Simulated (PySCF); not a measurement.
Frequency calculation of MoH$_{2}$O$_{3}$

MoH$_{2}$O$_{3}$, multiplicity 3, computed with UKS-based PBE0, Mo def2-TZVP with ECP28, O def2-TZVP, H def2-TZVP; non-relativistic Hamiltonian with a scalar-relativistic core potential; density fitting (PySCF 2.14.0).

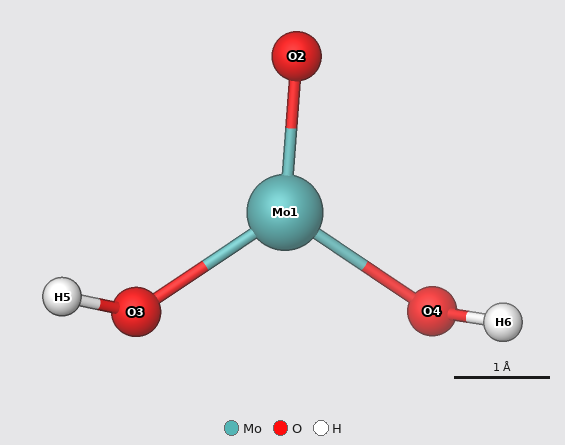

Fig. 1: The structure as given in the input (ball-and-stick view, seen at a tilt; atoms are numbered from 1 in the order of the input). Sticks mark near contacts.

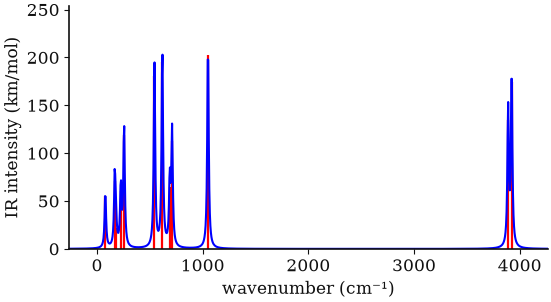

Fig. 2: Harmonic infrared spectrum, unscaled: sticks (degenerate modes added up, dark ones marked on the axis) with a Lorentzian envelope of 16 cm⁻¹ full width, scaled to the tallest stick. 12 modes from 78 to 3924 cm⁻¹, none imaginary. The strongest line is at 1050 cm⁻¹ (203 km/mol). All modes, in cm⁻¹ (km/mol): 78 (55), 168 (71), 179 (21), 225 (60), 256 (119), 543 (181), 618 (195), 688 (64), 710 (113), 1050 (203), 3890 (135), 3924 (175).

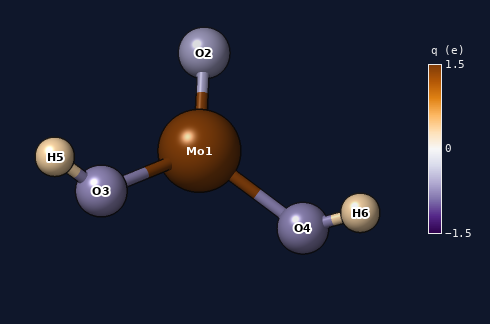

Fig. 3: Mulliken charges, as the colour of each atom (ball-and-stick view, seen at a tilt; atoms are numbered from 1 in the order of the input; Mulliken charges depend strongly on the basis). By element: Mo +1.43, O −0.77 to −0.57 and H +0.34 e.

The input that produced these results follows, with the program's output.

### Input file
```python
from pyscf import gto, scf, dft
mol = gto.M(atom='''
Mo     0.003323    -0.026309     0.060915
O     -0.031805     0.114443     1.721377
O      1.548609    -0.311278    -1.002648
O     -1.563389     0.292493    -0.966957
H      2.468677    -0.116778    -0.819828
H     -2.037402     1.125082    -1.019726''',
    basis={'Mo': 'def2-TZVP', 'O': 'def2-TZVP', 'H': 'def2-TZVP'},
    ecp={'Mo': 'def2-TZVP'},
    charge=0, spin=2)
mf = dft.UKS(mol, xc='PBE0')
mf.grids.atom_grid = (75, 302)
aux = {'Mo': 'def2-universal-JKFIT', 'O': 'def2-universal-JKFIT', 'H': 'def2-universal-JKFIT'}
mf = mf.density_fit(auxbasis=aux)
mf.conv_tol = 1e-09
mf.diis_space = 10
mf.max_cycle = 60
mf.verbose = 4
mf.kernel()
```

The script is an equivalent of the set-up of the self-consistent field. The run itself was carried out by a driver, which started from the orbitals of the step before it where there was one and computed the further properties.

Run as:
```bash
OMP_NUM_THREADS=4 python axn.py task.json out
```

### Log
```
init E= -295.022283695951
  alpha nocc = 21  HOMO = -0.233497807649794  LUMO = -0.0501646851961134
  beta  nocc = 19  HOMO = -0.339527976752856  LUMO = -0.0939206478974803
  HOMO = -0.23349780765  LUMO = -0.0939206478975  gap/eV = 3.79809
cycle= 1 E= -295.022283695913  delta_E= 3.77e-11  |g|= 1.23e-05  |ddm|= 1.06e-05
  alpha nocc = 21  HOMO = -0.233496761215395  LUMO = -0.0501626316155517
  beta  nocc = 19  HOMO = -0.339527127330059  LUMO = -0.0939190628132991
  HOMO = -0.233496761215  LUMO = -0.0939190628133  gap/eV = 3.79810
cycle= 2 E= -295.022283695694  delta_E= 2.2e-10  |g|= 2.72e-05  |ddm|= 2.04e-05
  alpha nocc = 21  HOMO = -0.233496847347954  LUMO = -0.0501635250661568
  beta  nocc = 19  HOMO = -0.339527352295992  LUMO = -0.0939196675012148
  HOMO = -0.233496847348  LUMO = -0.0939196675012  gap/eV = 3.79809
cycle= 3 E= -295.022283695967  delta_E= -2.73e-10  |g|= 4.02e-06  |ddm|= 1.38e-05
  alpha nocc = 21  HOMO = -0.233497166848355  LUMO = -0.0501637712366473
  beta  nocc = 19  HOMO = -0.339527505997035  LUMO = -0.0939199441249272
  HOMO = -0.233497166848  LUMO = -0.0939199441249  gap/eV = 3.79809
cycle= 4 E= -295.022283695975  delta_E= -7.62e-12  |g|= 6.41e-07  |ddm|= 2.05e-06
  alpha nocc = 21  HOMO = -0.233497257552127  LUMO = -0.0501639110295286
  beta  nocc = 19  HOMO = -0.339527618945864  LUMO = -0.093920018579535
  HOMO = -0.233497257552  LUMO = -0.0939200185795  gap/eV = 3.79809
Extra cycle  E= -295.022283695974  delta_E= 3.41e-13  |g|= 1.22e-06  |ddm|= 1.5e-06
converged SCF energy = -295.022283695974  <S^2> = 2.0168422  2S+1 = 3.0112072
```

### Summary

| quantity | value |
| --- | --- |
| outcome | converged |
| total energy | −295.022284 hartree |
| ⟨S²⟩ | 2.017 |
| zero-point energy | 0.028089 hartree |
| dipole moment | 1.74 D |
| wavenumbers, lowest and highest | 78 and 3924 cm⁻¹ |
| hardware | 4 threads of Arm Neoverse V1, 24 GiB of memory available, shared host |
| wall time | 4 min (CPU time 13 min) |
| peak memory | 2 GiB |
